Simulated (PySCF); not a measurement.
# Calculations on BNH6

**1. Relaxation**

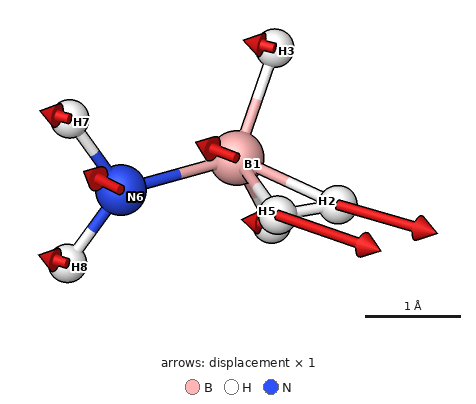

This is a relaxation of BNH6 (started from a transition state, displaced along its imaginary mode). The starting structure is drawn; red arrows show the displacements, at their true length. The two geometries are superimposed by the best rigid fit.

Style: ball-and-stick. Shown at a tilt.

Theory: RKS PBE0-D4/def2-TZVP, density fitting (PySCF 2.14.0). 

Describe the change and its energy.

Answer. After 19 geometry steps the energy has fallen by 1.330 eV. An H atom moves most after the best rigid fit: 1.37 Å. Largest moves by element: H 1.37 Å, N 0.60 Å, B 0.57 Å. Among the contacts that change: B–H 1.419 → 3.212 Å, B–H 1.520 → 3.306 Å, B–N 1.464 → 1.385 Å, H–H 0.689 → 0.746 Å. Bonds break, among them: B–H (1.42 → 3.21 Å). Bond angles that change, for instance: H–B–H 114.8° → 122.0°, B–N–H 118.3° → 123.2°. Cost: 45 s on 4 threads of Intel Xeon 6975P-C, on a shared host.

**2. Relaxation**

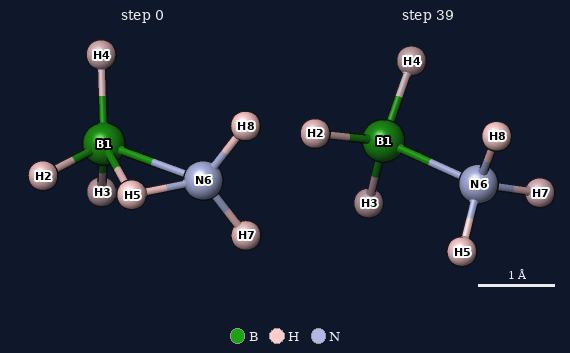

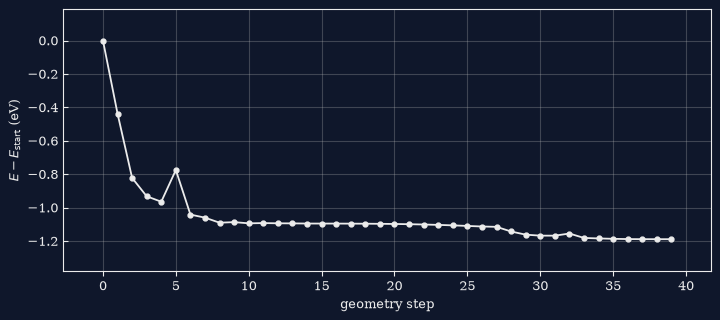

First and last geometry of a relaxation of BNH₆ (started from a transition state, displaced along its imaginary mode), with the history of the run. The picture is a ball-and-stick view, seen at a tilt.

Computed with PySCF, RKS PBE0-D4/def2-TZVP, density fitting. 

Read the history and describe the run.

It converged. The energy falls by 1.189 eV in 39 geometry steps. H5 moves most after the best rigid fit: 0.97 Å. Largest moves by element: H 0.97 Å, N 0.14 Å, B 0.09 Å. Some distances before and after: B1–H5 1.466 → 2.215 Å, B1–N6 1.679 → 1.639 Å, B1–H3 1.192 → 1.212 Å, H5–N6 1.030 → 1.015 Å. Among the angles between lasting bonds that change: B1–N6–H5 59.9° → 110.9°, H5–N6–H8 121.7° → 108.0°, H5–N6–H7 121.1° → 108.0°. Groups turn about B1–N6 by about 60°.

**3. Reaction**

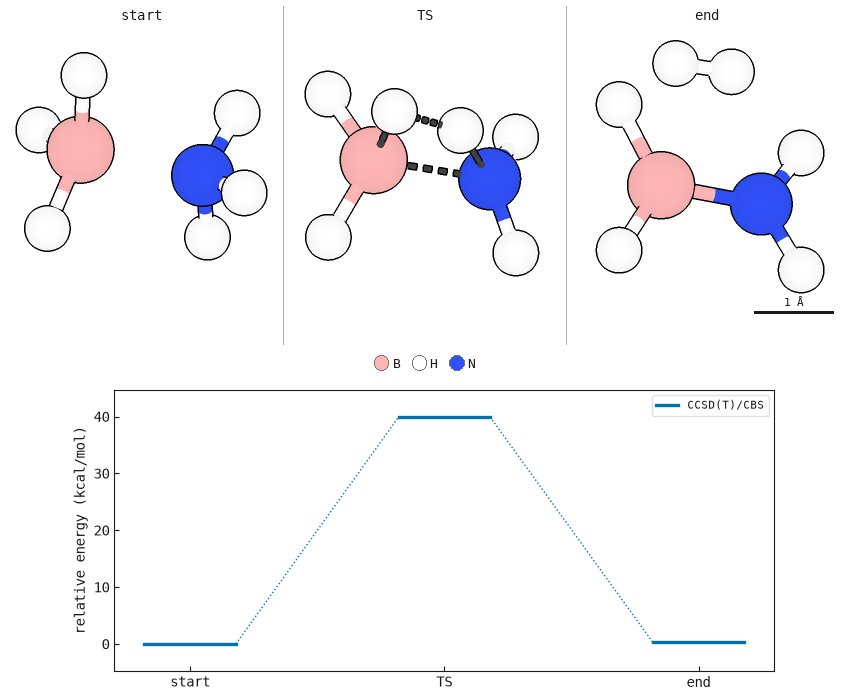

A reaction step of BNH6, with its energy diagram. The picture is a ball-and-stick view, seen at a tilt. Dashed sticks mark bonds that form or break.

Stationary points at PBE0-D4/def2-TZVP, single-point energies with CCSD(T)/CBS (def2-TZVPP where no basis is named; PySCF 2.14.0). The energies are electronic, without zero-point or thermal terms, and both ends are the relaxed geometries reached downhill from the saddle, with any fragments still in contact. CCSD(T)/CBS stands for a frozen-core estimate: MP2 correlation extrapolated from def2-TZVPP and def2-QZVPP, CCSD(T) minus MP2 from the smaller set.

Describe the step and its energetics.

Answer. Counted by bonded pieces, the start holds BH₃ + NH₃ and the end holds BH₄N + H₂. From the start over the saddle to the end, bonds form: B–N (1.64 → 1.57 → 1.39 Å), H–H (2.56 → 0.99 → 0.75 Å). Bonds break: B–H (1.21 → 1.36 → 3.31 Å), H–N (1.01 → 1.38 → 3.63 Å). The saddle has one imaginary mode, 1351i cm⁻¹. The end the end keeps a soft imaginary mode of 52i cm⁻¹, so it isn't quite a minimum. With CCSD(T)/CBS the barrier is 39.9 kcal/mol from the start and 39.6 kcal/mol from the end, and the end lies 0.3 kcal/mol above the start.
